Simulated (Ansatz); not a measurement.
Input

```
crystal:
  periodic: [false, false, false]
  atoms:
    - {symbol: N, position_ang: [-0.412123, 1.551320, -0.290959]}
    - {symbol: C, position_ang: [-0.275004, 0.279356, -0.011223]}
    - {symbol: Al, position_ang: [0.703781, -1.420486, 0.177623]}
    - {symbol: S, position_ang: [-1.512021, -0.729355, 0.528970]}
    - {symbol: H, position_ang: [0.375957, 2.090319, -0.609221]}
    - {symbol: H, position_ang: [-1.299894, 2.028892, -0.197866]}
    - {symbol: H, position_ang: [1.567734, -1.600397, 1.494076]}
    - {symbol: H, position_ang: [0.943869, -2.256650, -1.147100]}
basis:
  gaussian: {orbitals: def2-TZVPP}
hamiltonian: {xc: pbe0, dispersion: d4}
output: {orbitals: {seedname: orbitals}}
```

Command:

```sh
ansatz run in.yaml --threads 2 --pin off --events-out ev --progress --plain --max-ram 4352MiB
```

Geometry: PBE0-D4/def2-TZVP.

Computed with Ansatz 0.2.0, RKS PBE0-D4/def2-TZVPP.

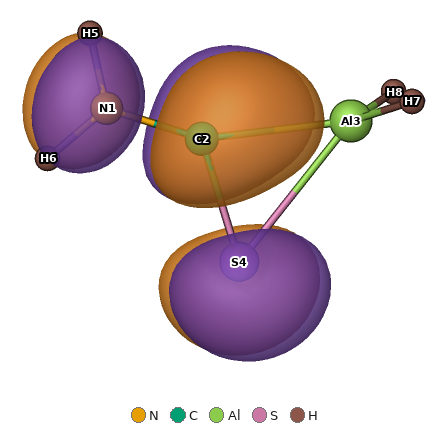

CH4AlNS. The LUMO at ±0.1 Å⁻³ᐟ² (orange and purple are the two phases), seen across its widest extent.

Q: Describe this orbital and give its energy.

A: It lies mainly on C2 (about 40 %), S4 (about 30 %) and N1 (about 15 %); π-antibonding (π*) across C2–S4. Its energy is −1.40 eV.
